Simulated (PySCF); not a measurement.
# CH6O3Si2: NMR shifts at several levels of theory, part 2 of 2

PySCF 2.14.0. Atoms count from 0. The steps go on from the part before.

## Step 8: Shielding tensors: PBE0/cc-pVTZ

The job: settings as JSON, then the geometry in Å.

```
{"job": {"kind": "nmr", "xc": "PBE0", "basis": "cc-pVTZ", "pop": true}, "charge": 0, "multiplicity": 1}
O      0.981683     0.273630    -1.327172
C      1.481693     0.088571    -0.243721
O      2.802584     0.050930    -0.052444
Si     0.390582    -0.172983     1.320358
O     -1.152346    -0.078873     0.765752
Si    -2.040847     0.033223    -0.646820
H      3.225493     0.193533    -0.918333
H      0.674142     0.902279     2.309464
H      0.686450    -1.509089     1.907749
H     -1.847348     1.361172    -1.292548
H     -1.693864    -1.071135    -1.584850
H     -3.470392    -0.105018    -0.243319
```

Method: GIAO PBE0/cc-pVTZ NMR shielding, non-relativistic, gas phase.

The log of the run:

```text
coarse grid: 11312 points
cycle   1  E = -845.8274946546  dE =  7.330e-01  |g| = 1.138e+00  |ddm| = 6.337e+00
cycle   2  E = -845.2224653445  dE =  6.050e-01  |g| = 2.123e+00  |ddm| = 3.272e+00
cycle   3  E = -846.0357482715  dE = -8.133e-01  |g| = 3.231e-01  |ddm| = 2.226e+00
cycle   4  E = -846.0523087680  dE = -1.656e-02  |g| = 1.283e-01  |ddm| = 4.275e-01
cycle   5  E = -846.0549442550  dE = -2.635e-03  |g| = 3.123e-02  |ddm| = 1.451e-01
cycle   6  E = -846.0551156114  dE = -1.714e-04  |g| = 1.063e-02  |ddm| = 4.474e-02
cycle   7  E = -846.0551336278  dE = -1.802e-05  |g| = 2.418e-03  |ddm| = 1.238e-02
cycle   8  E = -846.0551347651  dE = -1.137e-06  |g| = 6.103e-04  |ddm| = 3.586e-03
final grid: 100920 points
cycle   9  E = -846.0508388635  dE = -2.918e-05  |g| = 1.062e-02  |ddm| = 5.755e-02
cycle  10  E = -846.0507999027  dE =  3.896e-05  |g| = 1.828e-02  |ddm| = 2.858e-02
cycle  11  E = -846.0508563386  dE = -5.644e-05  |g| = 2.166e-03  |ddm| = 1.883e-02
cycle  12  E = -846.0508571611  dE = -8.225e-07  |g| = 3.611e-04  |ddm| = 2.329e-03
cycle  13  E = -846.0508571815  dE = -2.040e-08  |g| = 1.103e-04  |ddm| = 4.501e-04
cycle  14  E = -846.0508571833  dE = -1.786e-09  |g| = 4.226e-05  |ddm| = 1.503e-04
cycle  15  E = -846.0508571836  dE = -3.079e-10  |g| = 6.291e-06  |ddm| = 5.324e-05
converged SCF energy = -846.0508571836

GIAO shielding tensors (ppm)
atom      isotropic    diamagn.    paramagn.     s11        s22        s33       span
  0 O     -154.936     403.769    -558.705   -491.860   -229.046    256.096    747.956
  1 C        1.752     251.071    -249.318   -100.229     22.117     83.369    183.598
  2 O      110.913     385.313    -274.400    -73.281    163.156    242.863    316.143
  3 Si     402.081     887.674    -485.593    342.565    377.113    486.565    144.000
  4 O      325.457     375.375     -49.918    277.875    339.357    359.139     81.264
  5 Si     389.111     884.281    -495.169    349.968    352.206    465.160    115.191
  6 H       24.868      30.298      -5.430     19.162     23.379     32.063     12.902
  7 H       26.197      29.265      -3.068     22.835     24.801     30.954      8.119
  8 H       26.181      29.391      -3.209     22.826     24.791     30.927      8.101
  9 H       25.965      30.175      -4.210     22.983     24.484     30.428      7.445
 10 H       26.007      30.362      -4.355     23.052     24.606     30.363      7.311
 11 H       26.275      28.183      -1.908     23.039     24.719     31.066      8.027
```

Wall time 41 s (1 thread of Arm Neoverse V2, shared host); peak memory 1.2 GiB.

This run: δ C1 185.5, O0 489.8, O2 223.9, O4 9.4, H6 6.42, H9 5.21 ppm (means over like atoms).

## Step 9: Shielding tensors: PBE0/aug-cc-pVDZ

Same as in step 8 but for these lines:

```diff
@@ -1,2 +1,2 @@
-{"job": {"kind": "nmr", "xc": "PBE0", "basis": "cc-pVTZ", "pop": true}, "charge": 0, "multiplicity": 1}
+{"job": {"kind": "nmr", "xc": "PBE0", "basis": "aug-cc-pVDZ", "pop": true}, "charge": 0, "multiplicity": 1}
 O      0.981683     0.273630    -1.327172
```

With the program's defaults for keys left out, this is: GIAO PBE0/aug-cc-pVDZ NMR shielding, non-relativistic, gas phase.

The log of the run:

```text
coarse grid: 11312 points
cycle   1  E = -845.7208830232  dE =  7.827e-01  |g| = 1.068e+00  |ddm| = 7.817e+00
cycle   2  E = -845.1325353160  dE =  5.883e-01  |g| = 2.030e+00  |ddm| = 3.835e+00
cycle   3  E = -845.9209482379  dE = -7.884e-01  |g| = 2.962e-01  |ddm| = 2.559e+00
cycle   4  E = -845.9356408740  dE = -1.469e-02  |g| = 1.186e-01  |ddm| = 4.353e-01
cycle   5  E = -845.9381194828  dE = -2.479e-03  |g| = 2.729e-02  |ddm| = 1.809e-01
cycle   6  E = -845.9382641033  dE = -1.446e-04  |g| = 9.630e-03  |ddm| = 5.255e-02
cycle   7  E = -845.9382806554  dE = -1.655e-05  |g| = 1.784e-03  |ddm| = 1.413e-02
cycle   8  E = -845.9382813454  dE = -6.900e-07  |g| = 5.199e-04  |ddm| = 3.732e-03
final grid: 100920 points
cycle   9  E = -845.9486030676  dE = -6.608e-06  |g| = 8.900e-03  |ddm| = 8.428e-02
cycle  10  E = -845.9485726842  dE =  3.038e-05  |g| = 1.552e-02  |ddm| = 2.939e-02
cycle  11  E = -845.9486170342  dE = -4.435e-05  |g| = 1.794e-03  |ddm| = 1.881e-02
cycle  12  E = -845.9486176610  dE = -6.268e-07  |g| = 1.743e-04  |ddm| = 2.011e-03
cycle  13  E = -845.9486176657  dE = -4.702e-09  |g| = 8.593e-05  |ddm| = 4.448e-04
cycle  14  E = -845.9486176671  dE = -1.459e-09  |g| = 2.719e-05  |ddm| = 1.631e-04
cycle  15  E = -845.9486176673  dE = -1.376e-10  |g| = 6.388e-06  |ddm| = 4.883e-05
converged SCF energy = -845.9486176673

GIAO shielding tensors (ppm)
atom      isotropic    diamagn.    paramagn.     s11        s22        s33       span
  0 O     -124.664     390.408    -515.073   -438.883   -193.647    258.537    697.420
  1 C       13.611     252.179    -238.568    -85.672     32.346     94.160    179.831
  2 O      128.078     386.983    -258.905    -43.940    173.525    254.649    298.590
  3 Si     455.610     892.270    -436.660    401.740    422.280    542.810    141.070
  4 O      334.694     381.507     -46.813    287.775    346.990    369.316     81.541
  5 Si     441.150     886.701    -445.550    400.470    407.376    515.605    115.135
  6 H       25.046      36.171     -11.125     19.541     23.314     32.282     12.741
  7 H       26.140      27.736      -1.596     22.593     24.736     31.091      8.498
  8 H       26.124      27.765      -1.641     22.579     24.721     31.071      8.492
  9 H       25.953      28.958      -3.005     22.814     24.453     30.592      7.778
 10 H       26.001      29.040      -3.038     22.880     24.591     30.533      7.653
 11 H       26.253      27.485      -1.231     22.778     24.756     31.226      8.448
```

Wall time 26 s (1 thread of Arm Neoverse V2, shared host); peak memory 0.89 GiB.

In short: δ C1 181.5, O0 460.6, O2 207.8, O4 1.2, H6 6.35, H9 5.33 ppm (means over like atoms).

## Step 10: Shielding tensors: PBE0/IGLO-III

Same as in step 9 but for these lines:

```diff
@@ -1,2 +1,2 @@
-{"job": {"kind": "nmr", "xc": "PBE0", "basis": "aug-cc-pVDZ", "pop": true}, "charge": 0, "multiplicity": 1}
+{"job": {"kind": "nmr", "xc": "PBE0", "basis": "IGLO-III", "pop": true}, "charge": 0, "multiplicity": 1}
 O      0.981683     0.273630    -1.327172
```

With the program's defaults for keys left out, this is: GIAO PBE0/IGLO-III NMR shielding, non-relativistic, gas phase.

The log of the run:

```text
coarse grid: 11312 points
cycle   1  E = -845.8244222336  dE =  7.034e-01  |g| = 1.154e+00  |ddm| = 2.495e+00
cycle   2  E = -845.1995597577  dE =  6.249e-01  |g| = 2.157e+00  |ddm| = 1.421e+00
cycle   3  E = -846.0345405621  dE = -8.350e-01  |g| = 3.308e-01  |ddm| = 1.083e+00
cycle   4  E = -846.0512551773  dE = -1.671e-02  |g| = 1.409e-01  |ddm| = 1.649e-01
cycle   5  E = -846.0544757305  dE = -3.221e-03  |g| = 3.049e-02  |ddm| = 6.152e-02
cycle   6  E = -846.0546263699  dE = -1.506e-04  |g| = 1.180e-02  |ddm| = 1.865e-02
cycle   7  E = -846.0546483994  dE = -2.203e-05  |g| = 2.354e-03  |ddm| = 5.239e-03
cycle   8  E = -846.0546494213  dE = -1.022e-06  |g| = 6.961e-04  |ddm| = 1.697e-03
final grid: 100920 points
cycle   9  E = -846.0655002393  dE = -7.710e-05  |g| = 9.538e-03  |ddm| = 3.287e-02
cycle  10  E = -846.0654712208  dE =  2.902e-05  |g| = 1.582e-02  |ddm| = 8.962e-03
cycle  11  E = -846.0655132706  dE = -4.205e-05  |g| = 2.118e-03  |ddm| = 6.082e-03
cycle  12  E = -846.0655139562  dE = -6.856e-07  |g| = 8.195e-04  |ddm| = 1.050e-03
cycle  13  E = -846.0655140681  dE = -1.119e-07  |g| = 1.303e-04  |ddm| = 3.142e-04
cycle  14  E = -846.0655140702  dE = -2.106e-09  |g| = 5.632e-05  |ddm| = 7.623e-05
cycle  15  E = -846.0655140707  dE = -5.161e-10  |g| = 1.078e-05  |ddm| = 2.423e-05
converged SCF energy = -846.0655140707

GIAO shielding tensors (ppm)
atom      isotropic    diamagn.    paramagn.     s11        s22        s33       span
  0 O     -168.148     401.396    -569.544   -508.105   -244.015    247.676    755.781
  1 C       -7.969     254.222    -262.191   -114.256     13.789     76.561    190.817
  2 O      102.859     388.254    -285.395    -84.346    153.282    239.640    323.986
  3 Si     396.674     891.882    -495.208    336.140    373.013    480.868    144.728
  4 O      316.871     382.864     -65.994    276.086    327.098    347.427     71.341
  5 Si     382.688     887.707    -505.019    345.415    348.719    453.928    108.513
  6 H       24.995      28.918      -3.923     19.643     23.236     32.107     12.464
  7 H       26.165      29.269      -3.104     22.914     24.784     30.797      7.883
  8 H       26.145      29.355      -3.210     22.902     24.764     30.768      7.865
  9 H       25.958      29.891      -3.933     23.046     24.527     30.302      7.256
 10 H       25.997      30.048      -4.052     23.099     24.644     30.247      7.148
 11 H       26.252      28.772      -2.521     23.127     24.711     30.917      7.790
```

It took 41 s on 1 thread of Arm Neoverse V2, shared host; peak memory 1.1 GiB.

Key values: δ C1 191.7, O0 495.3, O2 224.3, O4 10.3, H6 6.38, H9 5.31 ppm (means over like atoms).

## Step 11: NMR shieldings: PBE0/pcSseg-0

Same as in step 10 but for these lines:

```diff
@@ -1,2 +1,2 @@
-{"job": {"kind": "nmr", "xc": "PBE0", "basis": "IGLO-III", "pop": true}, "charge": 0, "multiplicity": 1}
+{"job": {"kind": "nmr", "xc": "PBE0", "basis": "pcSseg-0", "pop": true}, "charge": 0, "multiplicity": 1}
 O      0.981683     0.273630    -1.327172
```

With the program's defaults for keys left out, this is: GIAO PBE0/pcSseg-0 NMR shielding, non-relativistic, gas phase.

The log of the run:

```text
coarse grid: 11312 points
cycle   1  E = -844.3340274825  dE =  7.716e-01  |g| = 1.073e+00  |ddm| = 3.608e+00
cycle   2  E = -843.7215207589  dE =  6.125e-01  |g| = 2.081e+00  |ddm| = 3.259e+00
cycle   3  E = -844.5360652771  dE = -8.145e-01  |g| = 3.442e-01  |ddm| = 2.430e+00
cycle   4  E = -844.5566573233  dE = -2.059e-02  |g| = 1.136e-01  |ddm| = 3.842e-01
cycle   5  E = -844.5588296334  dE = -2.172e-03  |g| = 3.013e-02  |ddm| = 1.227e-01
cycle   6  E = -844.5590092119  dE = -1.796e-04  |g| = 9.229e-03  |ddm| = 4.045e-02
cycle   7  E = -844.5590250143  dE = -1.580e-05  |g| = 1.735e-03  |ddm| = 8.815e-03
cycle   8  E = -844.5590257105  dE = -6.962e-07  |g| = 3.244e-04  |ddm| = 2.910e-03
final grid: 100920 points
cycle   9  E = -844.5689925918  dE = -1.821e-05  |g| = 3.905e-03  |ddm| = 1.419e-02
cycle  10  E = -844.5689862572  dE =  6.335e-06  |g| = 7.001e-03  |ddm| = 9.673e-03
cycle  11  E = -844.5689953331  dE = -9.076e-06  |g| = 9.577e-04  |ddm| = 6.633e-03
cycle  12  E = -844.5689955083  dE = -1.752e-07  |g| = 1.700e-04  |ddm| = 9.718e-04
cycle  13  E = -844.5689955126  dE = -4.330e-09  |g| = 5.760e-05  |ddm| = 1.974e-04
cycle  14  E = -844.5689955134  dE = -7.667e-10  |g| = 1.965e-05  |ddm| = 8.362e-05
converged SCF energy = -844.5689955134

GIAO shielding tensors (ppm)
atom      isotropic    diamagn.    paramagn.     s11        s22        s33       span
  0 O     -202.028     399.296    -601.323   -587.425   -299.949    281.292    868.717
  1 C       -3.723     258.131    -261.854   -115.088     17.708     86.212    201.300
  2 O       98.558     400.465    -301.907   -109.195    174.875    229.996    339.191
  3 Si     408.854     875.922    -467.068    352.400    375.819    498.343    145.942
  4 O      389.343     406.022     -16.679    259.655    432.025    476.350    216.694
  5 Si     406.015     876.489    -470.474    356.068    358.334    503.643    147.575
  6 H       26.821      30.991      -4.170     20.225     26.489     33.749     13.523
  7 H       26.828      27.476      -0.648     22.535     25.217     32.732     10.197
  8 H       26.840      27.478      -0.638     22.533     25.286     32.700     10.167
  9 H       27.260      28.990      -1.729     23.602     25.584     32.595      8.994
 10 H       27.338      29.076      -1.738     23.682     25.788     32.543      8.861
 11 H       27.232      28.408      -1.177     22.859     25.751     33.085     10.226
```

It took 5.7 s on 1 thread of Arm Neoverse V2, shared host; peak memory 0.47 GiB.

This run: δ C1 197.2, O0 539.9, O2 239.3, O4 -51.5, H6 6.01, H7 6.00 ppm (means over like atoms).

## Step 12: Nuclear shieldings: PBE0/pcSseg-2

Same as in step 11 but for these lines:

```diff
@@ -1,2 +1,2 @@
-{"job": {"kind": "nmr", "xc": "PBE0", "basis": "pcSseg-0", "pop": true}, "charge": 0, "multiplicity": 1}
+{"job": {"kind": "nmr", "xc": "PBE0", "basis": "pcSseg-2", "pop": true}, "charge": 0, "multiplicity": 1}
 O      0.981683     0.273630    -1.327172
```

Level: GIAO PBE0/pcSseg-2 NMR shielding, non-relativistic, gas phase.

The log of the run:

```text
coarse grid: 11312 points
cycle   1  E = -845.8459174500  dE =  7.175e-01  |g| = 1.143e+00  |ddm| = 2.554e+00
cycle   2  E = -845.2316747776  dE =  6.142e-01  |g| = 2.124e+00  |ddm| = 1.623e+00
cycle   3  E = -846.0557108598  dE = -8.240e-01  |g| = 3.267e-01  |ddm| = 1.235e+00
cycle   4  E = -846.0726772097  dE = -1.697e-02  |g| = 1.317e-01  |ddm| = 1.986e-01
cycle   5  E = -846.0755334737  dE = -2.856e-03  |g| = 2.972e-02  |ddm| = 6.555e-02
cycle   6  E = -846.0756819802  dE = -1.485e-04  |g| = 1.111e-02  |ddm| = 2.113e-02
cycle   7  E = -846.0757020286  dE = -2.005e-05  |g| = 2.268e-03  |ddm| = 5.533e-03
cycle   8  E = -846.0757029957  dE = -9.671e-07  |g| = 6.612e-04  |ddm| = 1.672e-03
final grid: 100920 points
cycle   9  E = -846.0741505456  dE = -4.979e-05  |g| = 9.040e-03  |ddm| = 2.632e-02
cycle  10  E = -846.0741226643  dE =  2.788e-05  |g| = 1.540e-02  |ddm| = 9.882e-03
cycle  11  E = -846.0741633617  dE = -4.070e-05  |g| = 1.892e-03  |ddm| = 6.883e-03
cycle  12  E = -846.0741639747  dE = -6.130e-07  |g| = 5.119e-04  |ddm| = 1.042e-03
cycle  13  E = -846.0741640178  dE = -4.308e-08  |g| = 9.880e-05  |ddm| = 2.315e-04
cycle  14  E = -846.0741640194  dE = -1.604e-09  |g| = 4.088e-05  |ddm| = 7.002e-05
cycle  15  E = -846.0741640197  dE = -2.622e-10  |g| = 9.958e-06  |ddm| = 2.227e-05
converged SCF energy = -846.0741640197

GIAO shielding tensors (ppm)
atom      isotropic    diamagn.    paramagn.     s11        s22        s33       span
  0 O     -171.299     399.332    -570.631   -513.758   -249.243    249.106    762.864
  1 C       -9.061     256.084    -265.145   -115.737     12.210     76.342    192.079
  2 O      102.759     388.330    -285.571    -84.836    154.441    238.673    323.510
  3 Si     390.747     877.181    -486.434    330.126    366.809    475.306    145.180
  4 O      318.441     396.028     -77.587    278.382    327.641    349.300     70.919
  5 Si     376.874     876.635    -499.761    338.735    341.919    449.967    111.233
  6 H       24.682      29.751      -5.068     19.105     22.973     31.968     12.863
  7 H       26.147      28.479      -2.332     22.880     24.732     30.830      7.950
  8 H       26.136      28.552      -2.416     22.875     24.735     30.797      7.921
  9 H       25.966      29.088      -3.122     23.056     24.454     30.388      7.331
 10 H       26.019      29.224      -3.205     23.141     24.583     30.334      7.193
 11 H       26.218      27.854      -1.636     23.123     24.583     30.947      7.824
```

Run time: 53 s. Hardware: 1 thread of Arm Neoverse V2, shared host; peak memory 1.3 GiB.

In short: δ C1 193.2, O0 499.4, O2 225.4, O4 9.7, H6 6.56, H9 5.18 ppm (means over like atoms).

## Step 13: Comparing the runs: NMR shifts

Shifts (ppm) of some atoms, chosen among heavy atoms and hydrogens apart, means over like atoms, with basis size and wall time:

```csv
run,H6,H7,O0,O2,O4,Si5,Si3,functions,time
PBE0/6-31G*,6.13,5.31,438.2,195.9,-5.6,-5.6,-24.5,104,9.3 s
"PBE0/6-311+G(2d,p)",6.11,5.32,481.5,218.4,5.7,-33.7,-47.7,214,26 s
PBE0/def2-SVP,6.05,5.00,470.6,211.7,8.0,-39.0,-49.7,122,11 s
PBE0/def2-TZVP,6.16,5.29,491.3,224.3,17.0,-36.3,-49.6,234,31 s
PBE0/cc-pVDZ,5.82,5.00,470.0,212.8,4.6,-28.4,-43.7,122,12 s
PBE0/cc-pVTZ,6.42,5.10,489.8,223.9,9.4,-29.1,-42.1,272,41 s
PBE0/aug-cc-pVDZ,6.35,5.26,460.6,207.8,1.2,-24.4,-38.9,200,26 s
PBE0/IGLO-III,6.38,5.22,495.3,224.3,10.3,-37.3,-51.3,288,41 s
PBE0/pcSseg-0,6.01,6.00,539.9,239.3,-51.5,-57.5,-60.3,74,5.7 s
PBE0/pcSseg-2,6.56,5.10,499.4,225.4,9.7,-35.6,-49.5,314,53 s
```

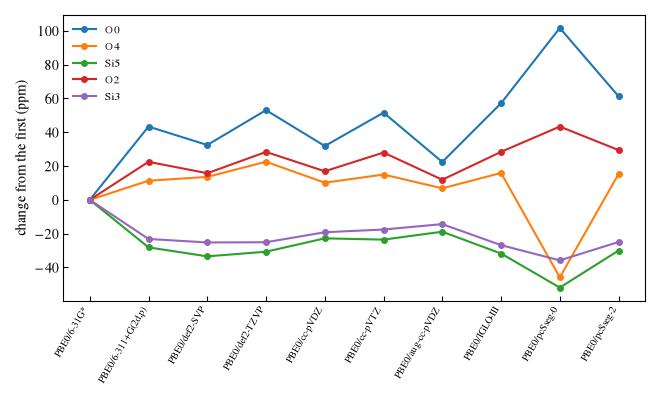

How five of the tabulated atoms move from run to run.

## Step 14: Results

This closing draws on all 2 parts.

```
                                                            quantity                   value
                                rotational constants (main isotopes)    4.21, 1.46, 1.12 GHz
                                13C shifts against TMS (PBE0/6-31G*)               170.9 ppm
1H shifts against TMS (PBE0/6-31G*, means over atoms taken as alike)    6.13, 5.35, 5.31 ppm
                                17O shifts against H2O (PBE0/6-31G*)  438.2, 195.9, -5.6 ppm
                               29Si shifts against TMS (PBE0/6-31G*)         -5.6, -24.5 ppm
                                            range of the shift of O0      438.2 to 539.9 ppm
```

In words: Single values in the summary come from the first run of each kind that ended normally (PBE0/6-31G*), which need not be the best level. Relaxing lowered the energy by 0.296 eV in 9 steps; the close pair that moved most is O4–Si5, from 1.630 to 1.673 Å. At PBE0/6-31G*: The widest tensor belongs to O0: span 716 ppm, with a paramagnetic part of -513 ppm. Across the 10 runs the shift of O0 moves most, between 438.2 (PBE0/6-31G*) and 539.9 ppm (PBE0/pcSseg-0).
